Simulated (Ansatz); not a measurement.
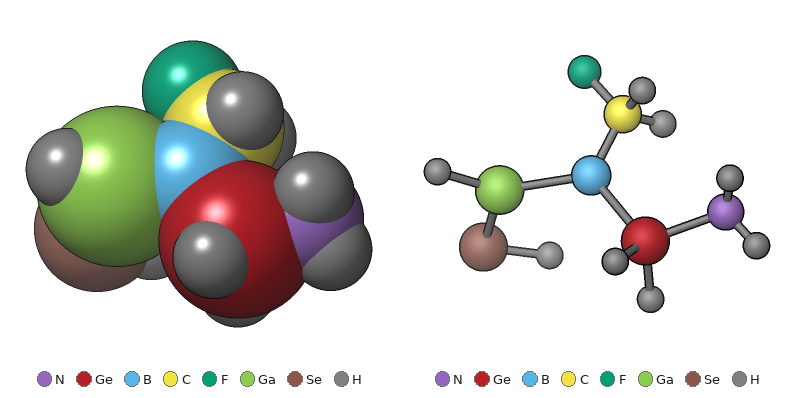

Two views of one molecule.

Computed geometry: PBE0-D4/def2-TZVP optimisation.

> Count the atoms of each element.

CH₈BFGaGeNSe, 15 atoms: 1 carbon, 8 hydrogen, 1 boron, 1 fluorine, 1 gallium, 1 germanium, 1 nitrogen and 1 selenium.

> What is the point group of this geometry?

C1.

> How many bonds of each kind are drawn?

2 N–H, 2 Ge–H, 2 C–H, 1 Ge–N, 1 B–Ge, 1 C–B, 1 C–F, 1 B–Ga, 1 Ga–Se, 1 Ga–H, 1 Se–H.

> Name functional groups in it.

Among them: C–F bond.

> Write the SMILES.

[NH2][GeH2][B](CF)[GaH][SeH]

The parts below concern this one geometry. Atoms keep their numbers from picture to picture.

Electronic properties

Properties computed with RKS PBE-D4/def2-TZVPP (Ansatz 0.2.0).

Predict the main results.

- dipole moment: 3.24 D
- HOMO energy (Kohn–Sham orbital): −5.98 eV
- LUMO energy (Kohn–Sham orbital): −3.37 eV
- HOMO–LUMO gap: 2.61 eV
- dispersion correction: −40.6 kJ/mol

Vibrations

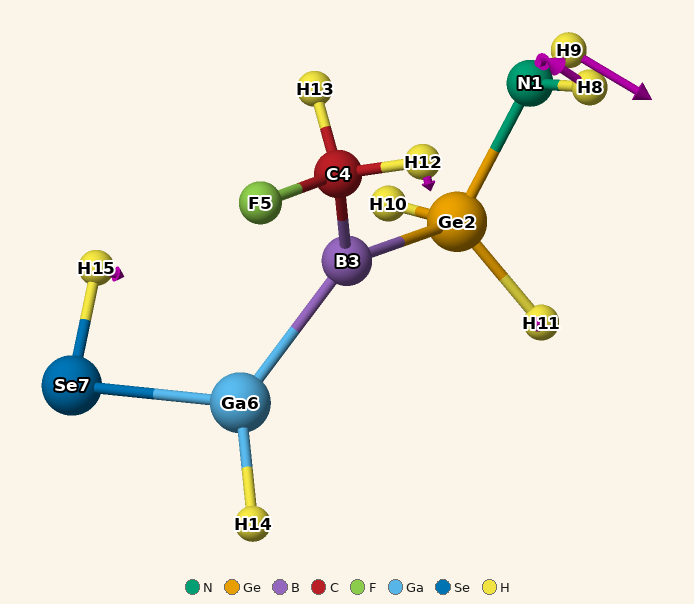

The arrows show one normal mode. Harmonic vibrations computed with RKS PBE0-D4/def2-TZVP (Ansatz 0.2.0) at a stationary point of the same level.

> At what wavenumber does it lie?

178 cm⁻¹; it is mode 8 of 39 counted from the lowest.

Charges

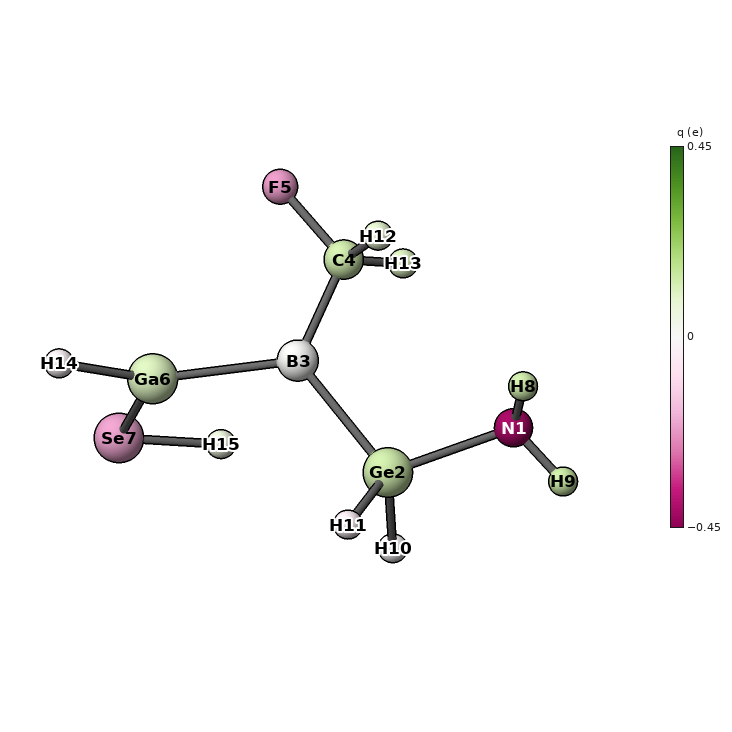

Atoms are coloured by their Mulliken charges. Level of theory: RKS PBE-D4/def2-TZVPP (Ansatz 0.2.0).

Give the Mulliken charges atom by atom.

| atom | value (e) |
| --- | --- |
| N1 | −0.41 |
| Ge2 | 0.13 |
| B3 | 0.01 |
| C4 | 0.13 |
| F5 | −0.22 |
| Ga6 | 0.11 |
| Se7 | −0.21 |
| H8 | 0.13 |
| H9 | 0.14 |
| H10 | −0.01 |
| H11 | −0.04 |
| H12 | 0.09 |
| H13 | 0.11 |
| H14 | −0.03 |
| H15 | 0.06 |

Mulliken values depend strongly on the basis set and can even reverse the polarity of a bond.
